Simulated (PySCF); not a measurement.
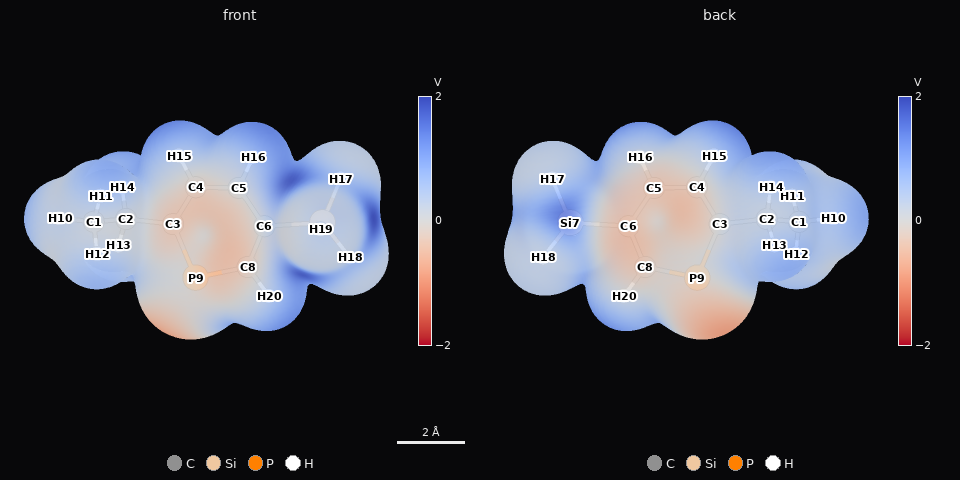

*C₇H₁₁PSi. The molecular electrostatic potential painted on the density surface at 0.004 e/bohr³, seen from the front and from behind; red is negative and blue positive.*

Geometry: GFN2-xTB.

These are results of PBE0/pcSseg-1, SCF density, gas phase, non-relativistic (PySCF), not measurements.

| atom | x (Å) | y (Å) | z (Å) |
| --- | --- | --- | --- |
| C | -3.1442 | -0.5042 | -0.9960 |
| C | -2.5553 | 0.5558 | -0.0644 |
| C | -1.0520 | 0.4862 | -0.0775 |
| C | -0.4075 | -0.4010 | 0.7637 |
| C | 0.9642 | -0.5781 | 0.8190 |
| C | 1.8692 | 0.1217 | 0.0260 |
| Si | 3.7214 | -0.2213 | 0.1952 |
| C | 1.4266 | 1.0533 | -0.8989 |
| P | -0.2132 | 1.5081 | -1.2179 |
| H | -4.2306 | -0.4541 | -0.9919 |
| H | -2.8394 | -1.5002 | -0.6807 |
| H | -2.7908 | -0.3435 | -2.0130 |
| H | -2.8820 | 1.5437 | -0.3986 |
| H | -2.9271 | 0.3954 | 0.9509 |
| H | -1.0231 | -0.9930 | 1.4320 |
| H | 1.3549 | -1.2995 | 1.5239 |
| H | 3.9964 | -0.6435 | 1.5702 |
| H | 4.4601 | 1.0018 | -0.1240 |
| H | 4.0970 | -1.2886 | -0.7365 |
| H | 2.1703 | 1.5719 | -1.4943 |

**Which sites attract a positive test charge, and which a negative one?**

A positive charge is drawn to the negative regions and a negative charge to the positive ones. The most negative region (about −0.8 V) lies over P9, the most positive (about +1.8 V) over Si7.

**What dipole moment does the calculation give?**

Its dipole moment is 1.49 D.
